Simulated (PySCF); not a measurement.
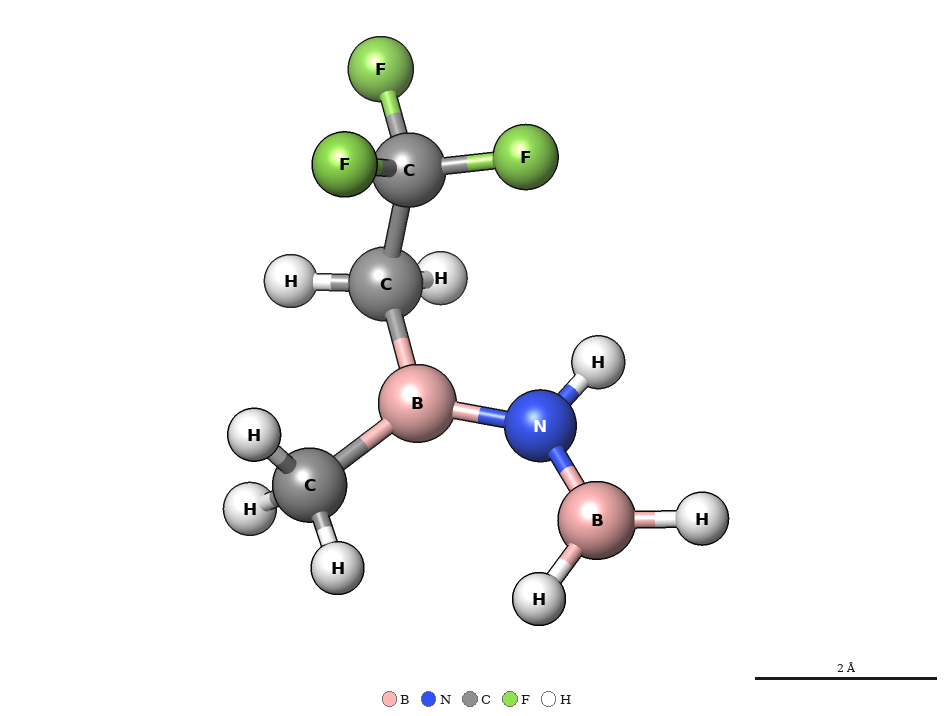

The picture shows a molecular structure as a ball-and-stick model. Every bond is drawn as one stick, whatever its order.

The computed structure is the end point of a GFN2-xTB optimisation. No frequency run is at hand to confirm it as a minimum.

Which formula does it have?

Answer. C₃H₈B₂F₃N, 17 atoms: 3 carbon, 8 hydrogen, 2 boron, 3 fluorine and 1 nitrogen.

Describe its rings.

Answer. It has no ring.

What is its SMILES?

Answer. BNB(C)CC(F)(F)F

Name some functional groups or characteristic bonds that it holds.

Answer. Among them: C–F bond, B–H bond.

How many bonds of each kind are drawn?

Answer. 5 C–H, 3 C–F, 2 B–N, 2 C–B, 2 B–H, 1 C–C, 1 N–H.

More results for the same structure follow; atom numbers are the same in all pictures, views and colours differ.

**Geometry**

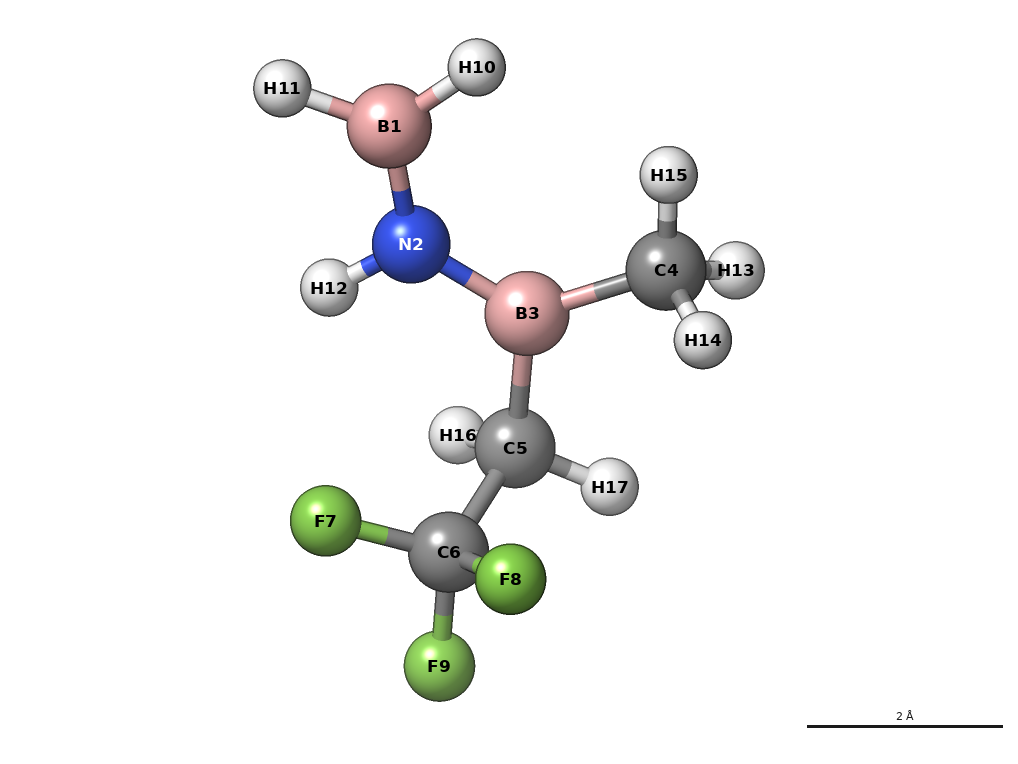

The atoms are numbered. No frequency run is at hand to confirm it as a minimum.

Which atoms are bonded, and how long are the bonds?

| bond | length (Å) | order |
| --- | --- | --- |
| B1–N2 | 1.412 | single |
| B1–H10 | 1.167 | single |
| B1–H11 | 1.170 | single |
| N2–B3 | 1.411 | single |
| N2–H12 | 1.013 | single |
| B3–C4 | 1.573 | single |
| B3–C5 | 1.617 | single |
| C4–H13 | 1.088 | single |
| C4–H14 | 1.090 | single |
| C4–H15 | 1.084 | single |
| C5–C6 | 1.506 | single |
| C5–H16 | 1.092 | single |
| C5–H17 | 1.090 | single |
| C6–F7 | 1.348 | single |
| C6–F8 | 1.343 | single |
| C6–F9 | 1.348 | single |

**Excitation**

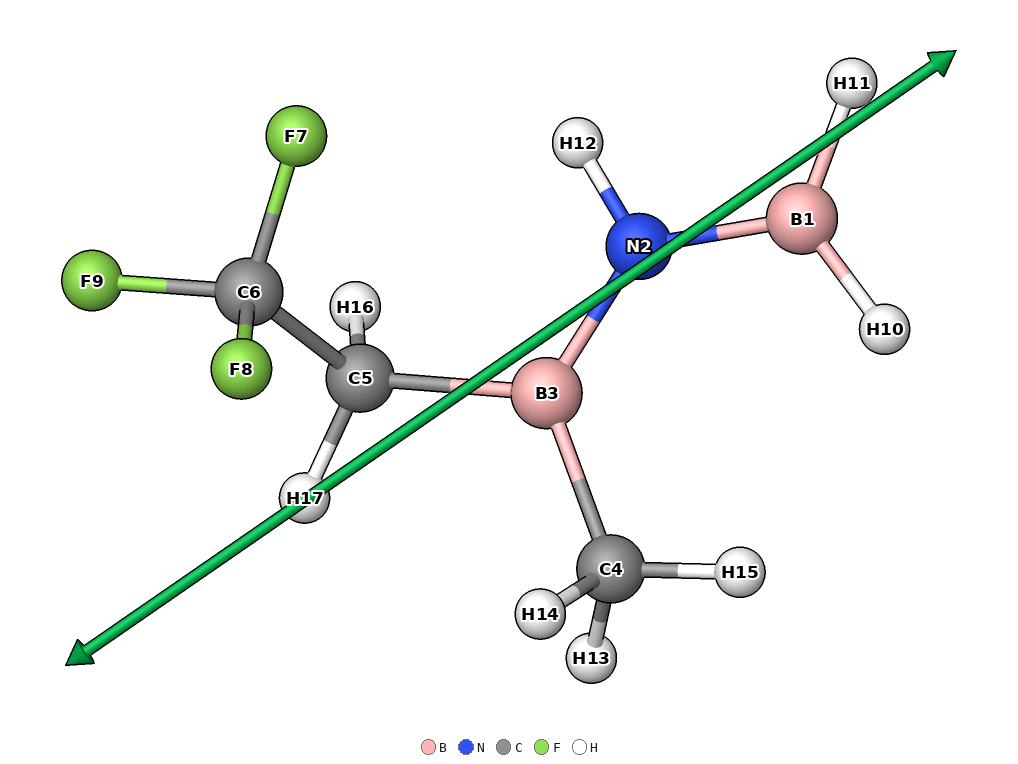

The double arrow shows the direction of the transition dipole to excited singlet state 3 (its length means nothing). No frequency run is at hand to confirm it as a minimum. Level of theory: TDDFT PBE0/def2-SVPD, vertical, gas phase, core orbitals frozen in the response (PySCF 2.14.0).

Give its energy, strength and character.

Answer. 7.18 eV (173 nm), oscillator strength 0.34, mainly HOMO−2 → LUMO (weight 0.96); transition dipole 3.53 D.

**NMR shielding**

The questions are on isotropic NMR shieldings of the C atoms. No frequency run is at hand to confirm it as a minimum. Level of theory: GIAO PBE0/pcSseg-1 NMR shielding, non-relativistic, gas phase (PySCF 2.14.0).

Give the isotropic NMR shieldings of the C atoms atom by atom.

| atom | σ (ppm) |
| --- | --- |
| C4 | 180.0 |
| C5 | 153.6 |
| C6 | 49.7 |

**Charges**

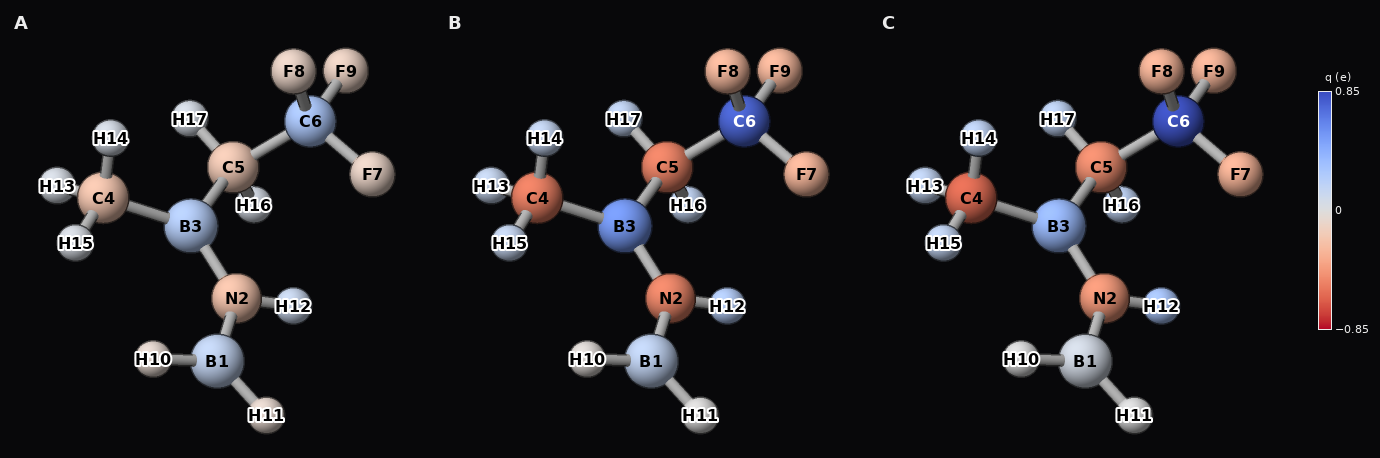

Atomic charges of one calculation by 3 schemes, on one colour scale. No frequency run is at hand to confirm it as a minimum. Method: PBE0/pcSseg-1 (PySCF 2.14.0).

The schemes are Hirshfeld, IAO, Mulliken. Which panel shows which?

Answer. A Hirshfeld, B Mulliken, C IAO.

List the charges (e), one line for each set of equivalent atoms.

```tsv
atom	Hirshfeld	Mulliken	IAO
B1	0.15	0.15	0.06
N2	−0.21	−0.49	−0.42
B3	0.21	0.52	0.35
C4	−0.20	−0.52	−0.58
C5	−0.17	−0.50	−0.46
C6	0.26	0.74	0.81
F7	−0.09	−0.28	−0.29
F8	−0.10	−0.27	−0.29
F9	−0.11	−0.27	−0.29
H10	−0.06	−0.02	0.00
H11	−0.06	0.00	0.01
H12	0.12	0.22	0.27
H13	0.05	0.13	0.16
H14	0.05	0.14	0.17
H15	0.04	0.14	0.15
H16	0.05	0.16	0.17
H17	0.05	0.15	0.17
```

Mulliken values depend strongly on the basis set and can even reverse the polarity of a bond. The geometry is semi-empirical. Around B such bond lengths and angles can be off by a tenth of an ångström or more and by several degrees, and values that hang on the shape move with them.
